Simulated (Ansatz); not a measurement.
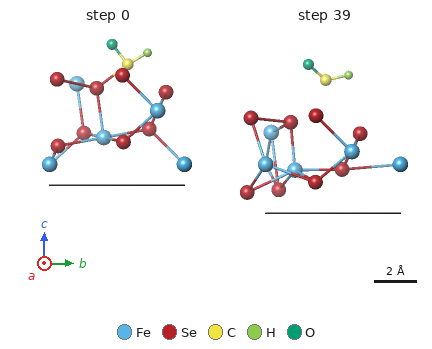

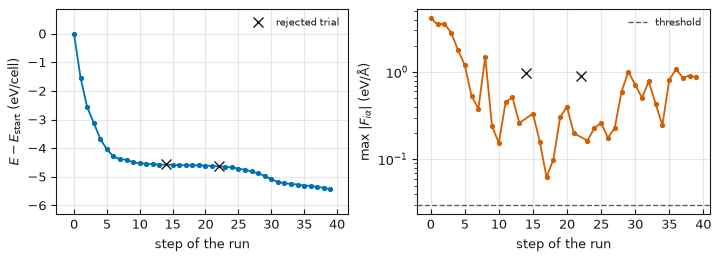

First and last geometry of a constrained relaxation of a slab of composition Fe₄HCSe₈O, with the history of the run. A ball-and-stick model of the cell of the calculation, outlined in the plane, without the vacuum, seen along the a axis.

It is HCO on FeSe2(111), set down by a guess. The run prepares an end point of a later path (dissociation) calculation, from a guessed geometry. 1 atoms are held fixed.

These are results of DFT PBE, scalar-relativistic, plane waves, PAW in Ansatz, not measurements. Settings: plane-wave cutoff 420 eV; k-point mesh 3 × 2 × 1; occupations gaussian; smearing width 0.02 eV; collinear spin; atoms relaxed in a fixed cell; force threshold 0.03 eV/Å; at most 60 steps.

Did the run converge, and what did it change?

Answer. The run was cut off at its time limit before the relaxation converged, so the last structure is only a point on the way. The energy falls by 5.441 eV per cell of the calculation in 37 accepted moves (39 points after the start). Largest force component: 4.2 eV/Å at the start, 0.87 eV/Å at the end. The line search rejected the trial steps at points 14, 22 of the run. A Se atom moves most: 3.11 Å at 29° to the normal (−c side). Largest moves by element: Se 3.11 Å, Fe 2.75 Å, H 1.38 Å, O 1.37 Å, C 1.19 Å. The lattice vectors keep their values. Near-neighbour distances that change, for instance: Fe–Se 4.289 → 2.346 Å, Fe–Fe 4.147 → 2.445 Å, Fe–Fe 4.147 → 2.486 Å, C–Se 2.716 → 4.100 Å. New bonds form, among them: Fe–Se (3.77 → 2.52 Å), Fe–Se (4.29 → 2.35 Å). Bonds break, among them: C–Se (2.01 → 3.28 Å). Among the angles between lasting bonds that change: Fe–Se–Fe 122.3° → 56.1°, Fe–Se–Fe 122.3° → 61.4°, Fe–Se–Fe 122.3° → 175.9°. The program noted that the starting moments weren't kept. The run took 23 min on 4 threads of Arm Neoverse V1, with other jobs on the host, peak memory 2.1 GiB.

```csv
step,"E − E(0), meV/atom","largest force component, eV/Å",note
0,0.00,4.1591,
1,-102.66,3.5223,
2,-170.74,3.5897,
3,-207.48,2.8363,
4,-244.65,1.7961,
5,-269.77,1.1991,
6,-285.83,0.5320,
7,-292.82,0.3822,
8,-293.22,1.4936,
9,-299.93,0.2406,
10,-301.87,0.1544,
12,-304.04,0.5142,
13,-304.84,0.2606,
15,-305.56,0.3353,
16,-306.20,0.1600,
18,-306.53,0.0991,
19,-306.85,0.3056,
21,-308.24,0.1991,
22,-307.73,0.8938,rejected
24,-311.57,0.2271,
25,-314.05,0.2623,
27,-320.98,0.2282,
28,-325.49,0.5937,
30,-339.02,0.7207,
31,-345.15,0.5074,
33,-349.82,0.4347,
34,-351.48,0.2457,
36,-354.61,1.0830,
37,-357.04,0.8630,
39,-362.72,0.8678,
```

Limits of the set-up: the periodic images lie only 6.0 Å apart, so the values are limited by the cell's size.
